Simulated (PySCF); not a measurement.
SMILES CC(C)[SiH2]Br (C₃H₉BrSi) at its GFN2-xTB optimised geometry (Å):

```
14

C      1.6458    -0.3896     0.0000
C      0.1173    -0.3896     0.0000
C     -0.4149    -1.1744    -1.1959
Si    -0.5844     1.3769     0.0000
Br     0.0578     2.3668     1.8820
H      2.0319     0.0882    -0.8996
H      2.0253    -1.4103     0.0273
H      2.0407     0.1388     0.8663
H     -0.2165    -0.9007     0.9121
H     -1.5029    -1.2117    -1.1893
H     -0.0952    -0.7165    -2.1308
H     -0.0411    -2.1974    -1.1782
H     -2.0407     1.3978     0.0340
H     -0.0356     2.1974    -1.0716
```

Level of theory: PBE/def2-TZVP in PySCF 2.14.0. Cells within 0.4 Å of a nucleus heavier than hydrogen are left out (blank, or x).

Map of the log10 of the electron density (e/bohr³), floored at −4 on the plane z = 0.0 Å:

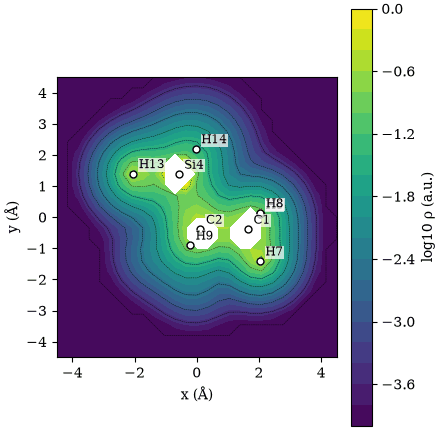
Figure. Log10 of the electron density (e/bohr³), floored at −4 on the plane z = 0.0 Å.
